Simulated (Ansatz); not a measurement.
# AlHF4 (SMILES F.F[Al](F)F): a short trajectory

Aim: follow the atoms for 60 steps of 0.25 fs at constant energy, with velocities drawn for 100 K.

Program: Ansatz 0.2.0, Gaussian basis. Level of theory: PBE0-D4/def2-SVP. These are calculated values, not measurements.

## (1) The system as given

The start, a pair relaxed at PBE0-D4: SMILES `F.F[Al](F)F`, 6 atoms, charge 0, spin multiplicity 1.

Atoms are counted from 1 here; the program's logs count them from 0.

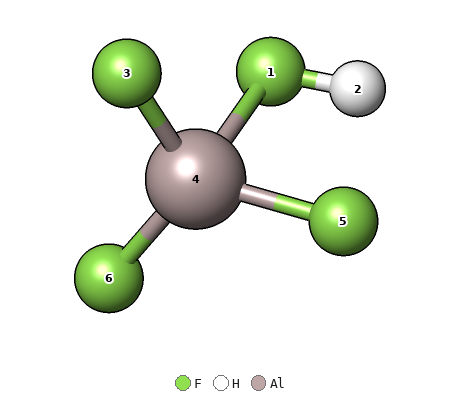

As it starts; fluorine green, hydrogen white, aluminium light grey; atoms are numbered from 1 in the order of the file.

Geometry (Å):

```
F    -0.0372    0.2911   -1.3642
H     0.4537   -0.4725   -1.6001
F     0.6783    1.4296    1.1109
Al   -0.1197    0.0944    0.6009
F     0.7546   -1.3007    0.3900
F    -1.7298   -0.0419    0.8626
```

## (2) The run

Input file md/in.yaml:

```yaml
crystal:
  periodic: [false, false, false]
  atoms:
    - {symbol: F, position_ang: [-0.037230, 0.291149, -1.364250]}
    - {symbol: H, position_ang: [0.453716, -0.472500, -1.600074]}
    - {symbol: F, position_ang: [0.678271, 1.429580, 1.110892]}
    - {symbol: Al, position_ang: [-0.119668, 0.094418, 0.600909]}
    - {symbol: F, position_ang: [0.754573, -1.300678, 0.389951]}
    - {symbol: F, position_ang: [-1.729763, -0.041869, 0.862572]}
basis:
  gaussian: {orbitals: def2-SVP}
hamiltonian: {xc: pbe0, dispersion: d4}
md: {n_steps: 60, timestep: 0.25, temperature: 100, ensemble: nve, seed: 470, initial_velocities: maxwell_boltzmann}
```

The run is started by

```console
$ ansatz run in.yaml --threads 4 --pin off --events-out ev --progress --plain --max-ram 9574MiB
```

Log:

```text
Functional definition: PBE0
  name "PBE0"
  cite "Adamo & Barone, J. Chem. Phys. 110, 6158 (1999) doi:10.1063/1.478522"
  cite "Perdew, Burke & Ernzerhof, Phys. Rev. Lett. 77, 3865 (1996) doi:10.1103/PhysRevLett.77.3865"
  parent pbe
  parameter a = 0.25
  parameter kappa = 0.804
  parameter beta = 0.06672455060314922
  exchange = (1 - a)*pbe_x(kappa = kappa, mu = beta*pi^2/3) + a*exact_x
  correlation = pbe_c(beta = beta)
768 factors; integrals over basis functions are off by at most 4.0e-4 eV
mean field evaluation 1: about -17457.8545 eV, gradient 5.9e1 eV
mean field evaluation 2: about -17452.7419 eV, gradient 8.4e1 eV
mean field evaluation 4: about -17463.0459 eV, gradient 1.7e0 eV
mean field evaluation 8: about -17463.0731 eV, gradient 1.3e-2 eV
mean field -17463.07306890 eV, -641.7560983861 hartree, gradient 3.3e-5 eV, S^2 0.000000; 0 other end points of the search recorded, 0 dependent functions left out
the calculation of the forces begins
reference -17463.07309883 eV, -641.7560994861 hartree; 25, 25 occupied and 54, 54 virtual orbitals, 768 factors
md step     0: t =     0.00 fs  T =   100.0 K  F+E_penalty+E_count = -17463.14222436 eV  E_kin = 0.051704 eV  conserved = -17463.09052036 eV  (24 SCF iters)
these checks for a lower state are left out or cut short: starts, cluster_reference, orbital_swaps, neighbouring_geometries, increment
768 factors; integrals over basis functions are off by at most 4.0e-4 eV
mean field evaluation 16: about -17463.0735 eV, gradient 2.5e-1 eV
mean field -17463.07365954 eV, -641.7561200916 hartree, gradient 2.1e-5 eV, S^2 0.000000; 0 other end points of the search recorded, 0 dependent functions left out
the calculation of the forces begins
reference -17463.07368947 eV, -641.7561211914 hartree; 25, 25 occupied and 54, 54 virtual orbitals, 768 factors
md step     1: t =     0.25 fs  T =   101.1 K  F+E_penalty+E_count = -17463.14280910 eV  E_kin = 0.052287 eV  conserved = -17463.09052212 eV  (21 SCF iters)
these checks for a lower state are left out or cut short: starts, cluster_reference, orbital_swaps, neighbouring_geometries, increment
768 factors; integrals over basis functions are off by at most 4.0e-4 eV
mean field -17463.07408334 eV, -641.7561356660 hartree, gradient 2.1e-5 eV, S^2 0.000000; 0 other end points of the search recorded, 0 dependent functions left out
the calculation of the forces begins
reference -17463.07411326 eV, -641.7561367656 hartree; 25, 25 occupied and 54, 54 virtual orbitals, 768 factors
md step     2: t =     0.50 fs  T =   101.9 K  F+E_penalty+E_count = -17463.14322684 eV  E_kin = 0.052704 eV  conserved = -17463.09052314 eV  (22 SCF iters)
[... from here on, the SCF cycles and remarks between the steps are left out ...]
md step     3: t =     0.75 fs  T =   102.4 K  F+E_penalty+E_count = -17463.14346331 eV  E_kin = 0.052940 eV  conserved = -17463.09052330 eV  (22 SCF iters)
md step     4: t =     1.00 fs  T =   102.5 K  F+E_penalty+E_count = -17463.14351784 eV  E_kin = 0.052995 eV  conserved = -17463.09052260 eV  (21 SCF iters)
md step     5: t =     1.25 fs  T =   102.3 K  F+E_penalty+E_count = -17463.14340332 eV  E_kin = 0.052882 eV  conserved = -17463.09052116 eV  (22 SCF iters)
md step     6: t =     1.50 fs  T =   101.8 K  F+E_penalty+E_count = -17463.14314443 eV  E_kin = 0.052625 eV  conserved = -17463.09051916 eV  (22 SCF iters)
md step     7: t =     1.75 fs  T =   101.1 K  F+E_penalty+E_count = -17463.14277454 eV  E_kin = 0.052258 eV  conserved = -17463.09051686 eV  (21 SCF iters)
md step     8: t =     2.00 fs  T =   100.2 K  F+E_penalty+E_count = -17463.14233177 eV  E_kin = 0.051817 eV  conserved = -17463.09051452 eV  (21 SCF iters)
md step     9: t =     2.25 fs  T =    99.3 K  F+E_penalty+E_count = -17463.14185457 eV  E_kin = 0.051342 eV  conserved = -17463.09051241 eV  (21 SCF iters)
md step    10: t =     2.50 fs  T =    98.4 K  F+E_penalty+E_count = -17463.14137749 eV  E_kin = 0.050867 eV  conserved = -17463.09051076 eV  (21 SCF iters)
md step    11: t =     2.75 fs  T =    97.5 K  F+E_penalty+E_count = -17463.14092752 eV  E_kin = 0.050418 eV  conserved = -17463.09050973 eV  (21 SCF iters)
md step    12: t =     3.00 fs  T =    96.7 K  F+E_penalty+E_count = -17463.14052137 eV  E_kin = 0.050012 eV  conserved = -17463.09050942 eV  (21 SCF iters)
md step    13: t =     3.25 fs  T =    96.0 K  F+E_penalty+E_count = -17463.14016406 eV  E_kin = 0.049654 eV  conserved = -17463.09050983 eV  (21 SCF iters)
md step    14: t =     3.50 fs  T =    95.4 K  F+E_penalty+E_count = -17463.13984872 eV  E_kin = 0.049338 eV  conserved = -17463.09051089 eV  (21 SCF iters)
md step    15: t =     3.75 fs  T =    94.9 K  F+E_penalty+E_count = -17463.13955792 eV  E_kin = 0.049045 eV  conserved = -17463.09051244 eV  (22 SCF iters)
md step    16: t =     4.00 fs  T =    94.3 K  F+E_penalty+E_count = -17463.13926608 eV  E_kin = 0.048752 eV  conserved = -17463.09051427 eV  (21 SCF iters)
md step    17: t =     4.25 fs  T =    93.7 K  F+E_penalty+E_count = -17463.13894296 eV  E_kin = 0.048427 eV  conserved = -17463.09051612 eV  (22 SCF iters)
md step    18: t =     4.50 fs  T =    92.9 K  F+E_penalty+E_count = -17463.13855774 eV  E_kin = 0.048040 eV  conserved = -17463.09051774 eV  (21 SCF iters)
md step    19: t =     4.75 fs  T =    92.0 K  F+E_penalty+E_count = -17463.13808306 eV  E_kin = 0.047564 eV  conserved = -17463.09051873 eV  (22 SCF iters)
md step    20: t =     5.00 fs  T =    90.9 K  F+E_penalty+E_count = -17463.13749959 eV  E_kin = 0.046980 eV  conserved = -17463.09051920 eV  (22 SCF iters)
md step    21: t =     5.25 fs  T =    89.5 K  F+E_penalty+E_count = -17463.13679818 eV  E_kin = 0.046279 eV  conserved = -17463.09051887 eV  (21 SCF iters)
md step    22: t =     5.50 fs  T =    87.9 K  F+E_penalty+E_count = -17463.13598232 eV  E_kin = 0.045465 eV  conserved = -17463.09051775 eV  (26 SCF iters)
md step    23: t =     5.75 fs  T =    86.2 K  F+E_penalty+E_count = -17463.13506819 eV  E_kin = 0.044552 eV  conserved = -17463.09051592 eV  (22 SCF iters)
md step    24: t =     6.00 fs  T =    84.3 K  F+E_penalty+E_count = -17463.13408323 eV  E_kin = 0.043570 eV  conserved = -17463.09051358 eV  (21 SCF iters)
md step    25: t =     6.25 fs  T =    82.3 K  F+E_penalty+E_count = -17463.13306308 eV  E_kin = 0.042552 eV  conserved = -17463.09051101 eV  (22 SCF iters)
md step    26: t =     6.50 fs  T =    80.3 K  F+E_penalty+E_count = -17463.13204729 eV  E_kin = 0.041539 eV  conserved = -17463.09050851 eV  (22 SCF iters)
md step    27: t =     6.75 fs  T =    78.5 K  F+E_penalty+E_count = -17463.13107436 eV  E_kin = 0.040568 eV  conserved = -17463.09050641 eV  (22 SCF iters)
md step    28: t =     7.00 fs  T =    76.7 K  F+E_penalty+E_count = -17463.13017681 eV  E_kin = 0.039672 eV  conserved = -17463.09050497 eV  (22 SCF iters)
md step    29: t =     7.25 fs  T =    75.2 K  F+E_penalty+E_count = -17463.12937703 eV  E_kin = 0.038873 eV  conserved = -17463.09050439 eV  (21 SCF iters)
md step    30: t =     7.50 fs  T =    73.8 K  F+E_penalty+E_count = -17463.12868448 eV  E_kin = 0.038180 eV  conserved = -17463.09050467 eV  (22 SCF iters)
md step    31: t =     7.75 fs  T =    72.7 K  F+E_penalty+E_count = -17463.12809491 eV  E_kin = 0.037589 eV  conserved = -17463.09050578 eV  (22 SCF iters)
md step    32: t =     8.00 fs  T =    71.7 K  F+E_penalty+E_count = -17463.12759139 eV  E_kin = 0.037084 eV  conserved = -17463.09050752 eV  (21 SCF iters)
md step    33: t =     8.25 fs  T =    70.9 K  F+E_penalty+E_count = -17463.12714713 eV  E_kin = 0.036638 eV  conserved = -17463.09050962 eV  (21 SCF iters)
md step    34: t =     8.50 fs  T =    70.0 K  F+E_penalty+E_count = -17463.12672974 eV  E_kin = 0.036218 eV  conserved = -17463.09051178 eV  (22 SCF iters)
md step    35: t =     8.75 fs  T =    69.2 K  F+E_penalty+E_count = -17463.12630604 eV  E_kin = 0.035792 eV  conserved = -17463.09051369 eV  (21 SCF iters)
md step    36: t =     9.00 fs  T =    68.3 K  F+E_penalty+E_count = -17463.12584683 eV  E_kin = 0.035332 eV  conserved = -17463.09051509 eV  (22 SCF iters)
md step    37: t =     9.25 fs  T =    67.3 K  F+E_penalty+E_count = -17463.12533093 eV  E_kin = 0.034815 eV  conserved = -17463.09051581 eV  (22 SCF iters)
md step    38: t =     9.50 fs  T =    66.2 K  F+E_penalty+E_count = -17463.12474793 eV  E_kin = 0.034232 eV  conserved = -17463.09051578 eV  (21 SCF iters)
md step    39: t =     9.75 fs  T =    65.0 K  F+E_penalty+E_count = -17463.12409938 eV  E_kin = 0.033584 eV  conserved = -17463.09051501 eV  (23 SCF iters)
md step    40: t =    10.00 fs  T =    63.6 K  F+E_penalty+E_count = -17463.12339834 eV  E_kin = 0.032885 eV  conserved = -17463.09051363 eV  (23 SCF iters)
md step    41: t =    10.25 fs  T =    62.2 K  F+E_penalty+E_count = -17463.12266745 eV  E_kin = 0.032156 eV  conserved = -17463.09051184 eV  (23 SCF iters)
md step    42: t =    10.50 fs  T =    60.8 K  F+E_penalty+E_count = -17463.12193587 eV  E_kin = 0.031426 eV  conserved = -17463.09050987 eV  (22 SCF iters)
md step    43: t =    10.75 fs  T =    59.4 K  F+E_penalty+E_count = -17463.12123553 eV  E_kin = 0.030728 eV  conserved = -17463.09050797 eV  (22 SCF iters)
md step    44: t =    11.00 fs  T =    58.2 K  F+E_penalty+E_count = -17463.12059710 eV  E_kin = 0.030091 eV  conserved = -17463.09050638 eV  (22 SCF iters)
md step    45: t =    11.25 fs  T =    57.1 K  F+E_penalty+E_count = -17463.12004622 eV  E_kin = 0.029541 eV  conserved = -17463.09050529 eV  (23 SCF iters)
md step    46: t =    11.50 fs  T =    56.3 K  F+E_penalty+E_count = -17463.11960039 eV  E_kin = 0.029096 eV  conserved = -17463.09050485 eV  (26 SCF iters)
md step    47: t =    11.75 fs  T =    55.6 K  F+E_penalty+E_count = -17463.11926673 eV  E_kin = 0.028762 eV  conserved = -17463.09050511 eV  (22 SCF iters)
md step    48: t =    12.00 fs  T =    55.2 K  F+E_penalty+E_count = -17463.11904107 eV  E_kin = 0.028535 eV  conserved = -17463.09050605 eV  (22 SCF iters)
md step    49: t =    12.25 fs  T =    54.9 K  F+E_penalty+E_count = -17463.11890809 eV  E_kin = 0.028400 eV  conserved = -17463.09050760 eV  (22 SCF iters)
md step    50: t =    12.50 fs  T =    54.8 K  F+E_penalty+E_count = -17463.11884294 eV  E_kin = 0.028333 eV  conserved = -17463.09050958 eV  (22 SCF iters)
md step    51: t =    12.75 fs  T =    54.7 K  F+E_penalty+E_count = -17463.11881376 eV  E_kin = 0.028302 eV  conserved = -17463.09051178 eV  (22 SCF iters)
md step    52: t =    13.00 fs  T =    54.7 K  F+E_penalty+E_count = -17463.11878515 eV  E_kin = 0.028271 eV  conserved = -17463.09051395 eV  (22 SCF iters)
md step    53: t =    13.25 fs  T =    54.6 K  F+E_penalty+E_count = -17463.11872218 eV  E_kin = 0.028206 eV  conserved = -17463.09051585 eV  (22 SCF iters)
md step    54: t =    13.50 fs  T =    54.3 K  F+E_penalty+E_count = -17463.11859435 eV  E_kin = 0.028077 eV  conserved = -17463.09051723 eV  (22 SCF iters)
md step    55: t =    13.75 fs  T =    53.9 K  F+E_penalty+E_count = -17463.11837932 eV  E_kin = 0.027861 eV  conserved = -17463.09051793 eV  (23 SCF iters)
md step    56: t =    14.00 fs  T =    53.3 K  F+E_penalty+E_count = -17463.11806567 eV  E_kin = 0.027548 eV  conserved = -17463.09051784 eV  (23 SCF iters)
md step    57: t =    14.25 fs  T =    52.5 K  F+E_penalty+E_count = -17463.11765451 eV  E_kin = 0.027138 eV  conserved = -17463.09051697 eV  (23 SCF iters)
md step    58: t =    14.50 fs  T =    51.5 K  F+E_penalty+E_count = -17463.11715954 eV  E_kin = 0.026644 eV  conserved = -17463.09051540 eV  (23 SCF iters)
md step    59: t =    14.75 fs  T =    50.5 K  F+E_penalty+E_count = -17463.11660544 eV  E_kin = 0.026092 eV  conserved = -17463.09051333 eV  (21 SCF iters)
these checks for a lower state are left out or cut short: starts, cluster_reference, orbital_swaps, neighbouring_geometries, increment
768 factors; integrals over basis functions are off by at most 4.2e-4 eV
mean field -17463.04726941 eV, -641.7551502722 hartree, gradient 5.4e-6 eV, S^2 0.000000; 0 other end points of the search recorded, 0 dependent functions left out
the calculation of the forces begins
reference -17463.04729923 eV, -641.7551513682 hartree; 25, 25 occupied and 54, 54 virtual orbitals, 768 factors
768 factors; integrals over basis functions are off by at most 4.2e-4 eV
mean field evaluation 416: about -17463.0473 eV, gradient 2.9e-2 eV
mean field -17463.04726941 eV, -641.7551502722 hartree, gradient 5.4e-6 eV, S^2 0.000000; 1 other end points of the search recorded, 0 dependent functions left out
the calculation of the forces begins
reference -17463.04729923 eV, -641.7551513682 hartree; 25, 25 occupied and 54, 54 virtual orbitals, 768 factors
md step    60: t =    15.00 fs  T =    49.3 K  F+E_penalty+E_count = -17463.11602487 eV  E_kin = 0.025514 eV  conserved = -17463.09051102 eV  (25 SCF iters)
Total energy: -17463.11605469 eV, -641.7576780847 hartree
Atom 0 at    -0.043346     0.291605    -1.371330 Å, force     0.052306     0.087902     0.268222 eV/Å
Atom 1 at     0.638784    -0.342939    -1.485495 Å, force     0.103429    -0.309128    -0.160125 eV/Å
Atom 2 at     0.691524     1.443244     1.108416 Å, force    -0.092601    -0.230134    -0.076483 eV/Å
Atom 3 at    -0.124700     0.091276     0.600954 Å, force    -0.333641    -0.248882     0.173054 eV/Å
Atom 4 at     0.781662    -1.326309     0.384341 Å, force    -0.315270     0.698932    -0.122561 eV/Å
Atom 5 at    -1.766661    -0.032770     0.871595 Å, force     0.585777     0.001309    -0.082107 eV/Å
Dipole moment:     0.256174    -0.140925    -0.607799 e Å
```

It took 32 s on 4 threads of Intel Xeon Platinum 8488C, shared host.

## (3) The trajectory

Every 3 steps:

| time (fs) | T (K) | potential (meV) | potential + kinetic (meV) | Al4–F5 (Å) | Al4–F6 (Å) | F3–Al4 (Å) |
| --- | --- | --- | --- | --- | --- | --- |
| 0.00 | 100 | 0.0 | 0.0 | 1.660 | 1.637 | 1.637 |
| 0.75 | 102 | -1.2 | 0.0 | 1.663 | 1.640 | 1.635 |
| 1.50 | 102 | -0.9 | 0.0 | 1.666 | 1.643 | 1.632 |
| 2.25 | 99 | 0.4 | 0.0 | 1.669 | 1.646 | 1.631 |
| 3.00 | 97 | 1.7 | 0.0 | 1.672 | 1.649 | 1.629 |
| 3.75 | 95 | 2.7 | 0.0 | 1.675 | 1.652 | 1.628 |
| 4.50 | 93 | 3.7 | 0.0 | 1.678 | 1.655 | 1.627 |
| 5.25 | 90 | 5.4 | 0.0 | 1.681 | 1.657 | 1.627 |
| 6.00 | 84 | 8.1 | 0.0 | 1.683 | 1.660 | 1.627 |
| 6.75 | 78 | 11.1 | 0.0 | 1.686 | 1.662 | 1.628 |
| 7.50 | 74 | 13.5 | 0.0 | 1.688 | 1.664 | 1.629 |
| 8.25 | 71 | 15.1 | 0.0 | 1.690 | 1.666 | 1.630 |
| 9.00 | 68 | 16.4 | 0.0 | 1.692 | 1.668 | 1.632 |
| 9.75 | 65 | 18.1 | 0.0 | 1.693 | 1.669 | 1.634 |
| 10.50 | 61 | 20.3 | 0.0 | 1.694 | 1.670 | 1.637 |
| 11.25 | 57 | 22.2 | 0.0 | 1.695 | 1.670 | 1.640 |
| 12.00 | 55 | 23.2 | 0.0 | 1.696 | 1.671 | 1.644 |
| 12.75 | 55 | 23.4 | 0.0 | 1.696 | 1.671 | 1.647 |
| 13.50 | 54 | 23.6 | 0.0 | 1.697 | 1.670 | 1.651 |
| 14.25 | 52 | 24.6 | 0.0 | 1.697 | 1.670 | 1.655 |
| 15.00 | 49 | 26.2 | 0.0 | 1.696 | 1.669 | 1.659 |

Energies count from the start.

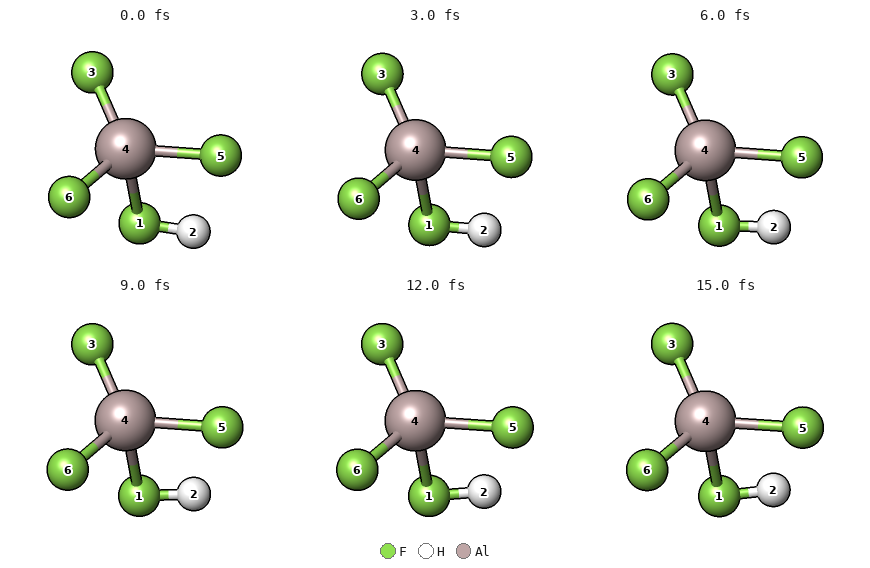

Six frames.

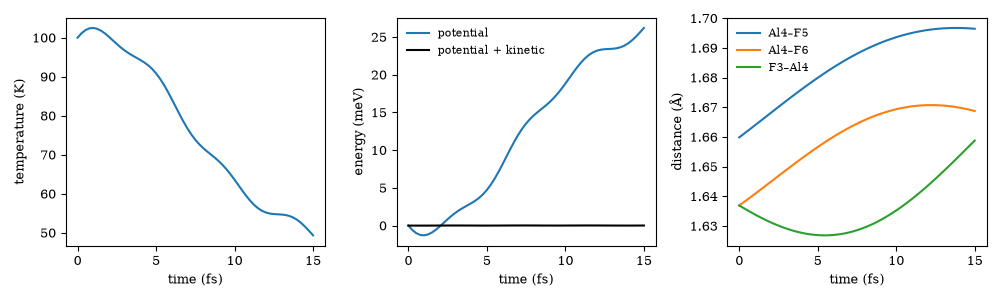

Temperature, energies and the distances followed.

Positions (Å) and forces (eV/Å) at 6.00 fs:

```xyz
6

F    -0.042    0.293   -1.368    0.012    0.093    0.121
H     0.551   -0.409   -1.560    0.067   -0.218   -0.015
F     0.679    1.428    1.107    0.427    0.662    0.252
Al   -0.116    0.101    0.602   -0.655   -0.916   -0.193
F     0.767   -1.316    0.389   -0.133    0.364   -0.126
F    -1.749   -0.038    0.867    0.282    0.015   -0.039
```

Positions (Å) and forces (eV/Å) at 15.00 fs:

```xyz
6

F    -0.043    0.292   -1.371    0.052    0.088    0.268
H     0.639   -0.343   -1.485    0.103   -0.309   -0.160
F     0.692    1.443    1.108   -0.093   -0.230   -0.076
Al   -0.125    0.091    0.601   -0.334   -0.249    0.173
F     0.782   -1.326    0.384   -0.315    0.699   -0.123
F    -1.767   -0.033    0.872    0.586    0.001   -0.082
```

## (4) Outcome

| quantity | value |
| --- | --- |
| length | 60 steps, 15.0 fs |
| temperature at the start | 100 K |
| mean temperature, second half | 60 K |
| lowest and highest potential energy, from the first frame | -1 and 26 meV |
| largest change of potential + kinetic | 0.0 meV |

**Reading.** With no thermostat the total energy should stay fixed; it holds within 0.0 meV, small beside the kinetic energy, so the time step serves. The temperature runs between 49 and 102 K. The molecule keeps its bonds.
